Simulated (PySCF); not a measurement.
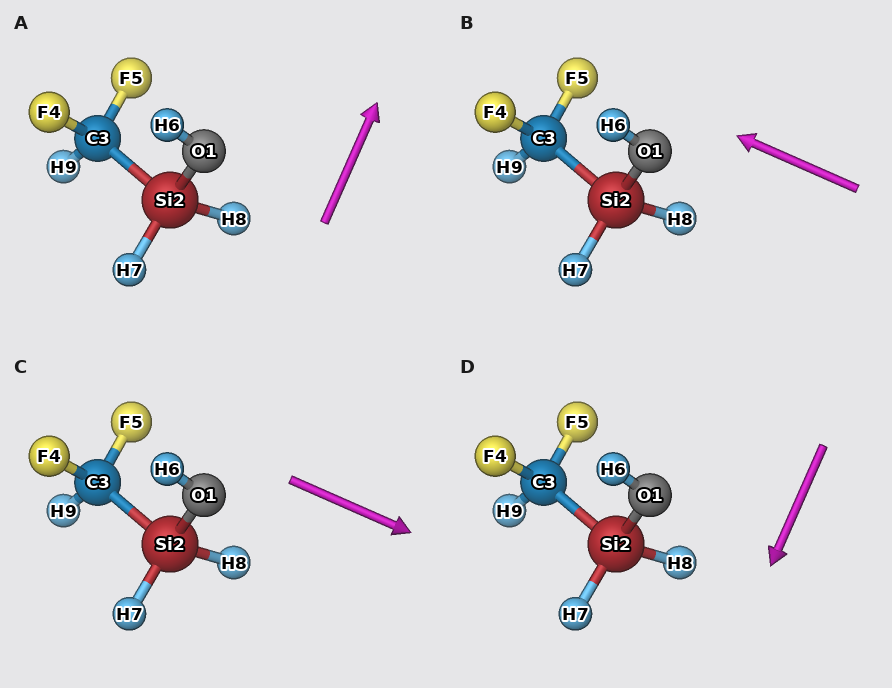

The same molecule four times, each with an arrow. Computed geometry: PBE0-D3(BJ)/def2-SVP optimisation. No frequency run is at hand to confirm it as a minimum. Method: BHandHLYP/aug-pcX-1 (pcseg-1 on H) (def2-SVPD on Si), gas phase (PySCF 2.14.0).

Question: Which arrow points along the dipole moment, from the negative to the positive end?

Answer: D. The dipole moment is 1.86 D; it points from the side of F5 to the side of H7 (the outermost atoms at the two ends).
